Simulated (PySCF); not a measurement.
# C$_{2}$H$_{4}$O, triplet, SMILES `[CH]OC`: electronic structure

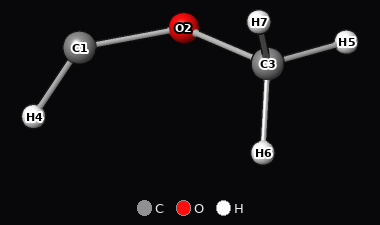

The molecule, with its atoms numbered as below. No frequency check shows the geometry to be a minimum.

Cartesian coordinates (Å):

```
C1      -1.2718   -0.2013    0.1630
O2      -0.1667    0.4878   -0.0471
C3       1.0992   -0.1810   -0.0012
H4      -1.8915   -0.5969   -0.6237
H5       1.8513    0.5677   -0.2407
H6       1.1296   -0.9962   -0.7290
H7       1.2798   -0.5833    0.9991
```

Part 1: Bonding charge

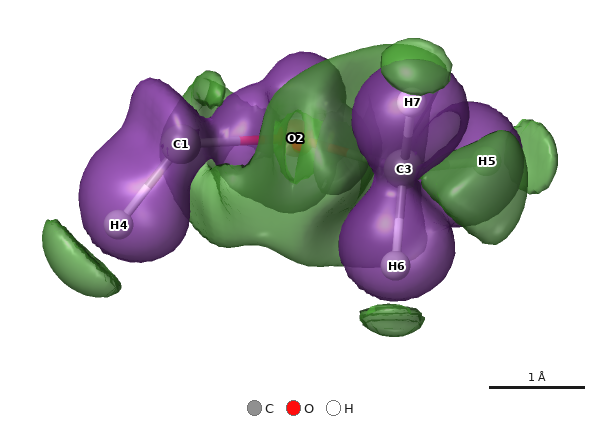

Deformation density (molecule less spherical, spin-averaged free atoms at the same positions), surfaces at ±0.04 e/Å³; purple: gain, green: loss.

PySCF calculation, LDA (SVWN)/def2-TZVP, gas phase; geometry: GFN2-xTB. The stability of the open-shell solution wasn't checked. This spin state may not be the molecule's ground state. GFN2-xTB doesn't know the spin state, so this open-shell geometry is rough.

**Describe the bonding that the map shows.**

C3–H5: +0.74 e/Å³ at the bond critical point (bond length 1.09 Å, Mayer order 1.0). C3–H7: +0.73 e/Å³ at the bond critical point (bond length 1.09 Å, Mayer order 1.0). C3–H6: +0.72 e/Å³ at the bond critical point (bond length 1.09 Å, Mayer order 1.0). C1–H4: +0.70 e/Å³ at the bond critical point (bond length 1.08 Å, Mayer order 0.9). C1–O2: +0.21 e/Å³ at the bond critical point (bond length 1.32 Å, Mayer order 1.3). O2–C3: +0.07 e/Å³ at the bond critical point (bond length 1.43 Å, Mayer order 0.9); up to 0.6 Å beside the axis the gain reaches +0.27 e/Å³. In all, 1.4 electrons gather in the regions of gain relative to the promolecule. A small or negative value marks a very polar bond, one between electron-rich atoms, whose free-atom densities already overlap strongly, a long bond to a heavier atom, or a closed-shell contact such as a hydrogen bond.

**Where do the Hirshfeld charges lie?**

The highest Hirshfeld charge is on H5 (+0.06 e), the lowest on C1 (−0.08 e).

```
atom  charge (e)
  C1       −0.08
  O2       −0.08
  C3       −0.04
  H4       +0.04
  H5       +0.06
  H6       +0.05
  H7       +0.05
```

Part 2: Local ionisation energy

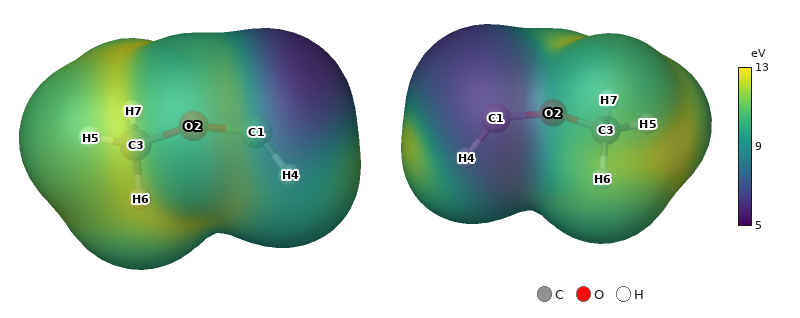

Average local ionisation energy on the surface of electron density 0.001 a.u. (back view left, front view right).

**Locate the minima of the map.**

The lowest value is 5.8 eV, 2.1 Å from C1. Further minima include 5.8 eV, 2.1 Å from C1; 10.1 eV, 1.8 Å from O2; 10.1 eV, 1.8 Å from O2. For comparison, the highest occupied orbital lies at −4.4 eV.

Part 3: Spin density

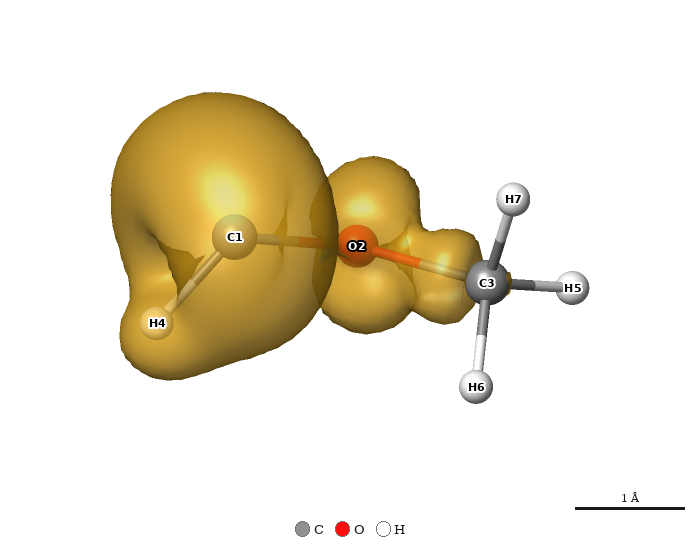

Spin density ρα − ρβ at ±0.05 e/Å³ (yellow: excess α, teal: excess β).

**Where is the unpaired spin?**

Hirshfeld spin populations: C1 +1.41, O2 +0.31, H4 +0.17 and C3 +0.07. ⟨S²⟩ = 2.00, as for a pure state.

Part 4: In an electric field

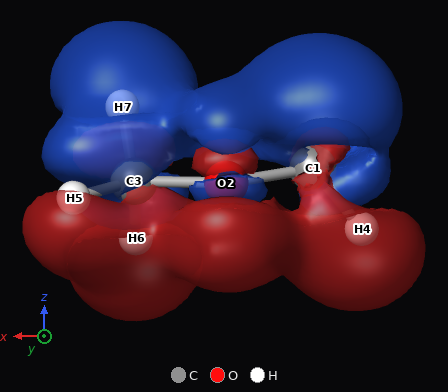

Change of the electron density in a uniform field of 0.51 V/Å, surfaces at ±0.002 e/Å³ (blue: gain, red: loss).

PySCF calculation, ωB97X/def2-SVPD, gas phase; geometry: GFN2-xTB. The stability of the open-shell solution wasn't checked. This spin state may not be the molecule's ground state. GFN2-xTB doesn't know the spin state, so this open-shell geometry is rough.

**Along which Cartesian direction does the field point?**

Along −z: electrons gather on the +z side, against the field.

**What dipole is induced, and what polarisability does it imply?**

The induced dipole is 0.70 D (along the field); α along this axis, from the fields in both directions, is 28 bohr³ (4.1 Å³).

**Which atoms gain and lose the most charge?**

Electrons gather most on C1 (Hirshfeld charge changes by −0.019 e) and leave H4 most (+0.014 e); 0.079 electrons are displaced in all.

The PySCF runs shown took 17 s and 36 s on 1 thread of Intel(R) Xeon(R) Platinum 8259CL CPU @ 2.50GHz (Skylake/Cascade Lake), with other jobs on the host.
